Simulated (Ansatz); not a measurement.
**Run report: Al2H5ClO, geometry relaxation (part 2 of 2)**

The same run, continued: Al2H5ClO; RKS r2SCAN-D4/def2-SVP (Ansatz 0.2.0). It belongs to a series of runs on one base structure; here: end point A relaxed.

Trajectory as extended XYZ, continued
```
9
Properties=species:S:1:pos:R:3:forces:R:3 step=11 energy=-27835.29052
Al    0.0132   -0.1136    0.1838   -0.0446  -0.0049   0.0371
Cl   -0.1616    0.6557    2.1936   -0.0136   0.0305  -0.0192
H     1.4503    0.0925   -0.4634    0.0124  -0.0068   0.0006
H    -1.2800   -0.1046   -0.7590    0.0067  -0.0399   0.0038
O    -0.0498   -1.9954    0.7158    0.2055  -0.0615   0.5814
Al   -0.8304   -3.3431   -0.1501    0.0118   0.0799   0.0288
H     0.1372   -4.5268   -0.5267    0.0000  -0.0051   0.0186
H    -2.3795   -3.2401   -0.3784    0.0084   0.0267  -0.0253
H     0.3478   -2.0477    1.6154   -0.1867  -0.0189  -0.6258
9
Properties=species:S:1:pos:R:3:forces:R:3 step=12 energy=-27835.31705
Al    0.0072   -0.1209    0.2092   -0.0286  -0.0499  -0.0002
Cl   -0.2372    0.7291    2.1682   -0.0258   0.0424   0.0021
H     1.4471    0.1039   -0.4295   -0.0018  -0.0004   0.0196
H    -1.2657   -0.2069   -0.7638    0.0152  -0.0548  -0.0089
O    -0.0261   -1.9992    0.7381    0.3263  -0.1079   0.6775
Al   -0.8452   -3.2966   -0.1739    0.0048   0.0339   0.1258
H     0.0955   -4.5129   -0.5221    0.0023   0.0275  -0.0219
H    -2.3969   -3.1895   -0.3773    0.0176   0.0626  -0.0447
H     0.4686   -2.1301    1.5821   -0.3100   0.0467  -0.7495
9
Properties=species:S:1:pos:R:3:forces:R:3 step=13 energy=-27835.32565
Al   -0.0108   -0.1431    0.2352   -0.0760  -0.0341  -0.0557
Cl   -0.3239    0.8106    2.1384   -0.0513  -0.0127  -0.0971
H     1.4362    0.1088   -0.3813   -0.0085  -0.0194   0.0455
H    -1.2447   -0.3450   -0.7874    0.0688  -0.0017   0.0986
O    -0.0107   -2.0109    0.7841    0.9501  -0.3609   1.2860
Al   -0.8865   -3.2867   -0.1074    0.0603   0.2310  -0.3575
H     0.0648   -4.4676   -0.5600   -0.0891  -0.0093   0.1373
H    -2.4170   -3.0859   -0.4146    0.0721  -0.0466   0.1446
H     0.6399   -2.2031    1.5239   -0.9265   0.2538  -1.2019
9
Properties=species:S:1:pos:R:3:forces:R:3 step=14 energy=-27835.34862
Al   -0.0090   -0.1562    0.2688   -0.1117  -0.1227  -0.0471
Cl   -0.4334    0.8780    2.0838   -0.0422   0.1133   0.0773
H     1.4508    0.0772   -0.3238   -0.0047  -0.0385   0.0437
H    -1.2279   -0.3943   -0.7625    0.0726  -0.1046  -0.0344
O    -0.0278   -2.0173    0.8385    1.8100  -0.5088   1.0438
Al   -0.8784   -3.2109   -0.1914   -0.1647   0.0583   0.2116
H     0.0338   -4.4660   -0.5203   -0.0349   0.1420  -0.0695
H    -2.4365   -3.0575   -0.3701    0.1390   0.0011  -0.0304
H     0.7758   -2.2763    1.4080   -1.6633   0.4598  -1.1951
9
Properties=species:S:1:pos:R:3:forces:R:3 step=15 energy=-27835.49062
Al    0.0149   -0.2043    0.2820    0.1120   0.1002   0.1123
Cl   -0.5952    0.9337    1.9862   -0.0469  -0.0059  -0.0626
H     1.4971    0.0917   -0.2289   -0.0847  -0.0596   0.0302
H    -1.1213   -0.5502   -0.8143   -0.0158  -0.3026  -0.0968
O     0.0312   -2.0334    0.8750    1.1619  -0.3246   0.7220
Al   -0.9169   -3.1342   -0.1663   -0.2019   0.0254  -0.1595
H    -0.0102   -4.3444   -0.6729   -0.1066   0.2166  -0.0302
H    -2.4907   -3.0414   -0.1958    0.1277   0.0063   0.0462
H     0.8384   -2.3406    1.3660   -0.9458   0.3442  -0.5616
9
Properties=species:S:1:pos:R:3:forces:R:3 step=16 energy=-27835.63603
Al    0.0237   -0.2205    0.3055    0.1932  -0.3637   0.0030
Cl   -0.6741    0.9461    1.9345   -0.1041   0.1006  -0.0054
H     1.4966    0.0677   -0.2243   -0.0928   0.0415   0.0276
H    -1.0662   -0.7356   -0.7967   -0.0571  -0.3348  -0.1372
O     0.0601   -2.0397    0.9217    0.8818  -0.0905   0.6084
Al   -0.9343   -3.0511   -0.1748   -0.1752   0.3826  -0.2684
H    -0.0329   -4.2341   -0.7348   -0.0747   0.1422  -0.1025
H    -2.5055   -2.9883   -0.1509    0.0285  -0.0587   0.1075
H     0.8797   -2.3676    1.3508   -0.5996   0.1808  -0.2329
9
Properties=species:S:1:pos:R:3:forces:R:3 step=17 energy=-27835.89507
Al    0.0458   -0.2922    0.3176    0.1529   0.1127   0.8048
Cl   -0.7745    1.0017    1.8576    0.1613  -0.4295  -0.6171
H     1.4925    0.0681   -0.2343   -0.1511  -0.0156   0.0071
H    -1.0048   -0.9232   -0.7897   -0.0656  -0.5455  -0.1357
O     0.0930   -2.0760    1.0134    0.7036   0.2529   0.3873
Al   -0.9449   -2.9242   -0.1996   -0.2969   0.3582  -0.3240
H    -0.0651   -4.0809   -0.8450   -0.0420   0.1851  -0.1689
H    -2.5162   -2.9533   -0.0681    0.0341  -0.0718   0.1457
H     0.9214   -2.4431    1.3790   -0.4961   0.1535  -0.0992
9
Properties=species:S:1:pos:R:3:forces:R:3 step=18 energy=-27836.10843
Al    0.0992   -0.3205    0.3560   -0.4253  -0.4316   0.6272
Cl   -0.8209    0.9883    1.7791    0.0589  -0.2552  -0.4423
H     1.4780    0.0691   -0.2393    0.2430   0.0912  -0.2226
H    -0.9720   -1.1165   -0.7904    0.2739   0.3202   0.0050
O     0.1131   -2.0722    1.0751    0.2885   0.5061   0.0571
Al   -0.9624   -2.7895   -0.2344   -0.1683  -0.5601  -0.1789
H    -0.0914   -3.9568   -0.9304   -0.1395   0.4088  -0.0706
H    -2.5201   -2.9474    0.0007    0.0379  -0.0466   0.1642
H     0.9237   -2.4776    1.4146   -0.1690  -0.0329   0.0610
9
Properties=species:S:1:pos:R:3:forces:R:3 step=19 energy=-27836.23726
Al    0.1454   -0.3826    0.4064    0.0019   0.3051   0.0178
Cl   -0.9321    0.9704    1.6482    0.1188  -0.1842  -0.1911
H     1.5059    0.0554   -0.2788   -0.0817  -0.0691   0.1384
H    -0.8766   -1.1032   -0.7780   -0.0756  -0.0379  -0.0425
O     0.1268   -2.0874    1.1191    0.2272   0.0159   0.0967
Al   -0.9911   -2.7707   -0.2186   -0.1454  -0.0920  -0.0574
H    -0.1216   -3.8021   -1.0507    0.0000   0.0658  -0.1027
H    -2.5294   -2.9784    0.1212    0.1486   0.0170   0.0983
H     0.9200   -2.5243    1.4623   -0.1938  -0.0206   0.0426
9
Properties=species:S:1:pos:R:3:forces:R:3 step=20 energy=-27836.27083
Al    0.1674   -0.3963    0.3908   -0.1329   0.1727   0.0631
Cl   -0.9614    0.9572    1.5669    0.0617  -0.0354  -0.0699
H     1.5436    0.0338   -0.2432    0.0065  -0.0518   0.0343
H    -0.8883   -1.1129   -0.7844    0.0246   0.0350   0.0055
O     0.1200   -2.0847    1.1356    0.2438  -0.1225  -0.0899
Al   -0.9968   -2.7635   -0.2254    0.0328  -0.0839   0.0510
H    -0.1311   -3.7128   -1.1627   -0.0621   0.0456   0.0121
H    -2.4913   -3.0032    0.2349    0.0480  -0.0256   0.0053
H     0.8852   -2.5406    1.5187   -0.2224   0.0660  -0.0116
9
Properties=species:S:1:pos:R:3:forces:R:3 step=21 energy=-27836.28141
Al    0.1614   -0.3834    0.3917   -0.0578  -0.0108   0.0139
Cl   -0.9584    0.9954    1.5357    0.0098  -0.0048  -0.0050
H     1.5610    0.0132   -0.2065    0.0188  -0.0070  -0.0050
H    -0.8859   -1.1083   -0.7797   -0.0451   0.0115  -0.0196
O     0.1181   -2.0833    1.1175    0.2117  -0.1051  -0.0263
Al   -0.9939   -2.7731   -0.2316    0.0347   0.0364   0.0543
H    -0.1535   -3.6897   -1.2163   -0.0201   0.0081   0.0017
H    -2.4618   -3.0524    0.2826    0.0022  -0.0032  -0.0281
H     0.8603   -2.5416    1.5375   -0.1542   0.0750   0.0139
9
Properties=species:S:1:pos:R:3:forces:R:3 step=22 energy=-27836.27000 accepted=F
Al    0.1536   -0.3951    0.3780    0.0469   0.0126  -0.1304
Cl   -0.9282    0.9976    1.5380   -0.0179   0.0131   0.0639
H     1.5404    0.0012   -0.2571   -0.0103   0.0085   0.0241
H    -0.9213   -1.1252   -0.7527    0.0708  -0.0633   0.1030
O     0.1677   -2.0969    1.1067   -0.0884  -0.0448  -0.0525
Al   -0.9615   -2.8155   -0.1962   -0.0729   0.3014  -0.3403
H    -0.1673   -3.6363   -1.2983    0.0098  -0.0855   0.1374
H    -2.4631   -3.0400    0.2399    0.0552  -0.1196   0.1372
H     0.8270   -2.5129    1.6728    0.0068  -0.0224   0.0575
9
Properties=species:S:1:pos:R:3:forces:R:3 step=23 energy=-27836.28943
Al    0.1620   -0.3837    0.3823    0.0191  -0.0019   0.0106
Cl   -0.9416    0.9958    1.5396   -0.0003   0.0092   0.0148
H     1.5620    0.0084   -0.2231   -0.0158   0.0036  -0.0038
H    -0.9058   -1.1012   -0.7715    0.0030  -0.0387   0.0125
O     0.1358   -2.0867    1.1018   -0.0860   0.1018  -0.1637
Al   -0.9828   -2.7765   -0.2319   -0.0319   0.0153  -0.0042
H    -0.1622   -3.6775   -1.2433    0.0103  -0.0051  -0.0106
H    -2.4490   -3.0715    0.2787    0.0041   0.0005   0.0027
H     0.8290   -2.5302    1.5984    0.0974  -0.0846   0.1416
9
Properties=species:S:1:pos:R:3:forces:R:3 step=24 energy=-27836.29549
Al    0.1637   -0.3801    0.3705    0.0664  -0.0267   0.0604
Cl   -0.9180    0.9889    1.5673    0.0141  -0.0294  -0.0299
H     1.5502    0.0201   -0.2595   -0.0161   0.0268   0.0038
H    -0.8913   -1.1090   -0.7823   -0.0464  -0.0216   0.0345
O     0.1534   -2.0879    1.0810    0.0412   0.0166  -0.0290
Al   -0.9766   -2.7814   -0.2393   -0.0078  -0.0063  -0.0005
H    -0.1722   -3.6657   -1.2780    0.0019  -0.0193   0.0000
H    -2.4368   -3.0895    0.2894    0.0338   0.0182  -0.0053
H     0.7749   -2.5185    1.6817   -0.0869   0.0416  -0.0341
9
Properties=species:S:1:pos:R:3:forces:R:3 step=25 energy=-27836.30099
Al    0.1899   -0.3849    0.3649   -0.0884   0.0501  -0.0340
Cl   -0.8768    0.9695    1.5890   -0.0305  -0.0237   0.0236
H     1.5307    0.0827   -0.2950    0.1032  -0.0037  -0.0439
H    -0.8805   -1.1200   -0.7829   -0.0263   0.0209   0.0056
O     0.1891   -2.0934    1.0384    0.0757  -0.0976   0.1219
Al   -0.9667   -2.7893   -0.2546   -0.0111   0.0123  -0.0477
H    -0.1912   -3.6761   -1.3126    0.0008  -0.0173   0.0010
H    -2.4100   -3.1069    0.3119    0.0140   0.0183   0.0078
H     0.6626   -2.5047    1.7718   -0.0373   0.0409  -0.0342
9
Properties=species:S:1:pos:R:3:forces:R:3 step=26 energy=-27836.30429
Al    0.1952   -0.3826    0.3510    0.0300  -0.0289  -0.0096
Cl   -0.8981    0.9226    1.6039   -0.0094   0.0191   0.0132
H     1.5465    0.0862   -0.3080   -0.0290   0.0001   0.0111
H    -0.8769   -1.1164   -0.7920    0.0024   0.0079  -0.0075
O     0.2133   -2.0987    1.0224    0.0166   0.0304  -0.0051
Al   -0.9607   -2.7846   -0.2591    0.0084  -0.0254  -0.0090
H    -0.2041   -3.6824   -1.3223   -0.0132  -0.0035  -0.0015
H    -2.3968   -3.0841    0.3328   -0.0034   0.0069  -0.0020
H     0.6288   -2.4830    1.8022   -0.0024  -0.0066   0.0104
9
Properties=species:S:1:pos:R:3:forces:R:3 step=27 energy=-27836.30492
Al    0.1985   -0.3840    0.3502   -0.0008   0.0044   0.0002
Cl   -0.9008    0.9121    1.6102    0.0004  -0.0013   0.0003
H     1.5412    0.1004   -0.3105   -0.0035   0.0006   0.0033
H    -0.8670   -1.1190   -0.7987    0.0024   0.0001  -0.0028
O     0.2260   -2.1008    1.0158    0.0051  -0.0031  -0.0085
Al   -0.9561   -2.7864   -0.2612   -0.0040  -0.0005   0.0019
H    -0.2156   -3.6934   -1.3265    0.0010  -0.0045  -0.0031
H    -2.3918   -3.0728    0.3386   -0.0003   0.0034   0.0018
H     0.6129   -2.4791    1.8132   -0.0002   0.0010   0.0069
```

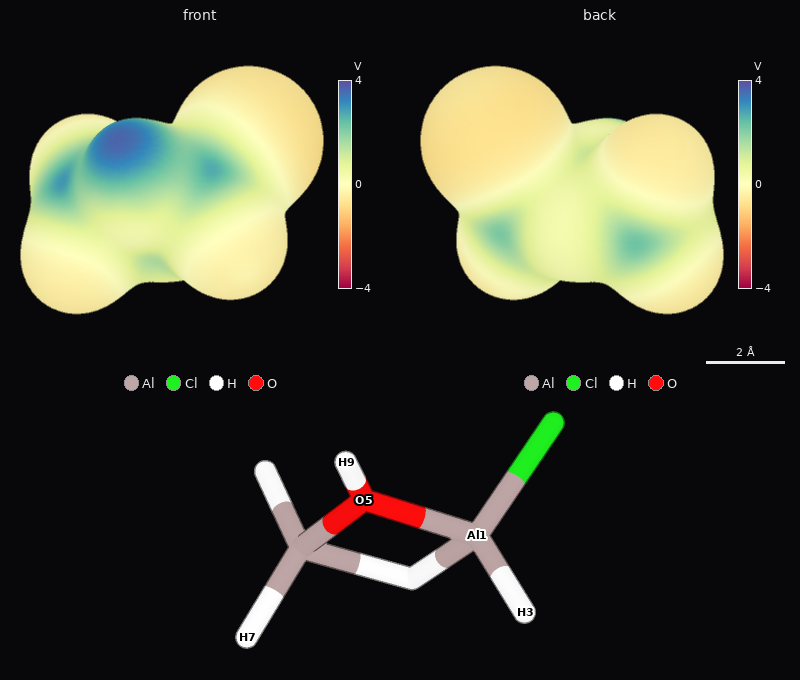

**Figure 1.** The molecular electrostatic potential painted on the density surface at 0.002 e/bohr³, seen at a tilt and from behind; red is negative and blue positive. The bare structure is drawn below in the same view.

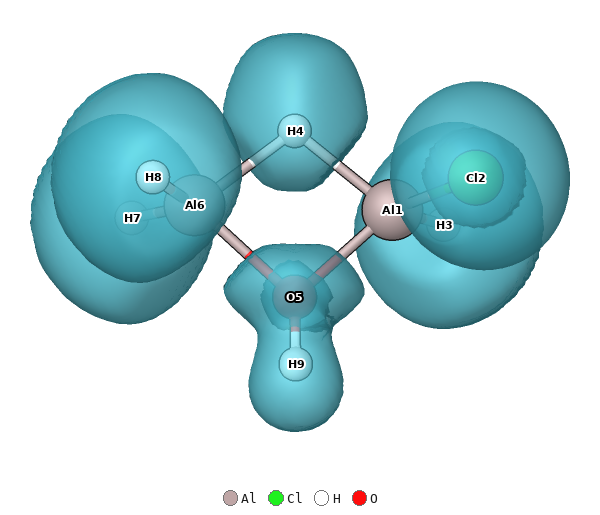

**Figure 2.** Isosurface of the ELF at 0.75 (cyan), seen from the side. Core shells and regions of very low density are left out. Profiles from the grid: Al–O (1.84 Å): the ELF peaks at about 0.90 in the valence shell of O, 0.6 Å from its nucleus, and is about 0.45 at the midpoint. Al–Cl (2.12 Å): the ELF peaks at about 0.85 in the valence shell of Cl, 0.9 Å from its nucleus, and is about 0.80 at the midpoint.

The run was set up as follows.

Input
```yaml
crystal:
  periodic: [false, false, false]
  atoms:
    - { symbol: Al, position_ang: [0.076052, 0.314607, 0.018545] }
    - { symbol: Cl, position_ang: [0.038207, 0.576031, 2.205579] }
    - { symbol: H, position_ang: [1.490414, 0.418676, -0.664089] }
    - { symbol: H, position_ang: [-1.321493, 0.222931, -0.705962] }
    - { symbol: O, position_ang: [0.085864, -2.493484, 0.951158] }
    - { symbol: Al, position_ang: [-0.755435, -3.597635, -0.055212] }
    - { symbol: H, position_ang: [0.08826, -4.822253, -0.592632] }
    - { symbol: H, position_ang: [-2.268751, -3.307009, -0.43696] }
    - { symbol: H, position_ang: [-0.185819, -1.934965, 1.710573] }
basis:
  gaussian: { orbitals: def2-SVP }
hamiltonian:
  xc: r2scan
  dispersion: d4
relax:
  f_tol: 0.03
  max_steps: 50
output:
  orbitals: {}
```

Launch command:
```bash
ansatz run input.yaml --threads 2 --pin off --max-ram 3072MiB --backend cpu --events-out ev --progress --plain --runs-dir out
```

Results in brief

```tsv
quantity	value
outcome	converged
total energy	−27836.3049 eV
mean-field energy	−27836.2577 eV
largest force (length of the vector) at the end	0.010 eV/Å
hardware	2 threads of Arm Neoverse V2, 24 GiB of memory available, shared host
wall time	93 s (CPU time 3 min)
peak memory	0.16 GiB
```
